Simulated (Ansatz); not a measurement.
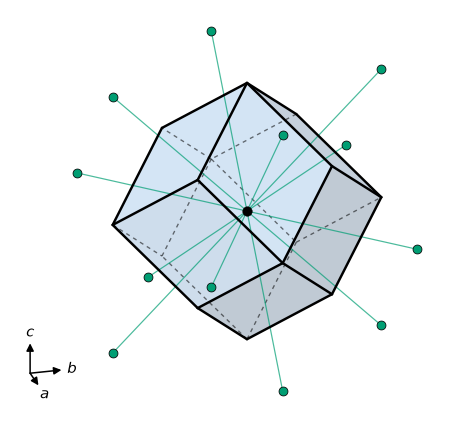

The Wigner–Seitz cell of the crystal's lattice, with lines to the lattice points that define its faces. Crystal: BN, the geometry relaxed with Ansatz, DFT LDA, scalar-relativistic, plane waves, PAW. Symmetry computed with spglib at a tolerance of 0.002 Å; standard conventional cell.

a = 3.584 Å, b = 3.584 Å, c = 3.584 Å, α = 90.00°, β = 90.00°, γ = 90.00°; lattice centring F.

Which of Fedorov's five parallelohedra is it?

A rhombic dodecahedron: 12 faces (12 with 4 edges), 24 edges, 14 vertices. Its volume is that of the primitive cell, 11.5 Å³.

Which lattice vectors do the faces bisect?

| example | length (Å) | faces | edges of each | area (Å²) |
| --- | --- | --- | --- | --- |
| 1/2 a + 1/2 b | 2.53 | 12 | 4 | 2.3 |
